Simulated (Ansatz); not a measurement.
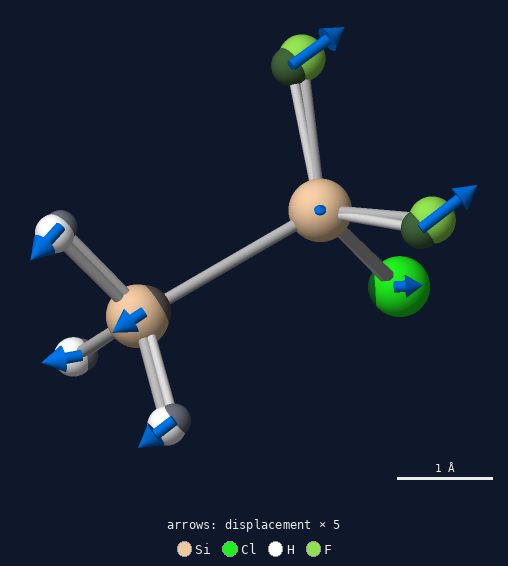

This is a relaxation of Si$_{2}$H$_{3}$ClF$_{2}$. The starting structure is drawn faded, the final one solid; blue arrows show the displacements, magnified 5 times. The two geometries are superimposed by the best rigid fit.

A ball-and-stick model, seen from a free direction.

The run prepares the start of a later molecular dynamics calculation, from a guessed geometry.

Theory: RKS BLYP/STO-3G (Ansatz).

Input
```yaml
crystal:
  periodic: [false, false, false]
  atoms:
    - { symbol: Si, position_ang: [0.0, 0.0, 0.0] }
    - { symbol: Cl, position_ang: [0.0, 0.0, 2.13] }
    - { symbol: Si, position_ang: [2.0935, 0.0, -0.7393] }
    - { symbol: H, position_ang: [2.5508, -1.3762, -0.9079] }
    - { symbol: H, position_ang: [2.1573, 0.6939, -2.0222] }
    - { symbol: H, position_ang: [2.951, 0.6823, 0.2255] }
    - { symbol: F, position_ang: [-0.7489, 1.2974, -0.5295] }
    - { symbol: F, position_ang: [-0.7489, -1.2974, -0.5295] }
basis:
  gaussian: { orbitals: STO-3G }
hamiltonian:
  xc: blyp
relax:
  f_tol: 0.02
  max_steps: 40
output:
  orbitals: {}
```

Launched with:
```bash
ansatz run input.yaml --threads 1 --pin off --max-ram 2048MiB --backend cpu --events-out ev --progress --plain --runs-dir out
```

**Atoms of which element are displaced furthest, and by how much?**

Fluorine: up to 0.15 Å, against 0.10 Å for hydrogen.

**What did the optimiser do to the structure, and how much energy did it gain?**

The atom that moves furthest after the best rigid fit is F8 (0.15 Å). Largest moves by element: F 0.15 Å, H 0.10 Å, Si 0.08 Å, Cl 0.06 Å. Near-neighbour distances that change, for instance: Si1–Si3 2.220 → 2.304 Å, Si1–F7 1.589 → 1.649 Å, Si1–Cl2 2.130 → 2.168 Å, Si3–H6 1.460 → 1.455 Å. Among the angles between lasting bonds that change: Si3–Si1–F7 109.5° → 114.6°, F7–Si1–F8 109.5° → 104.8°, Cl2–Si1–F7 109.5° → 106.2°. Over 4 geometry steps the energy falls by 6.26 kcal/mol. The largest force component goes from 1.7 to 0.019 eV/Å.

Limits of the set-up: STO-3G is a minimal basis, so the numbers are rough.
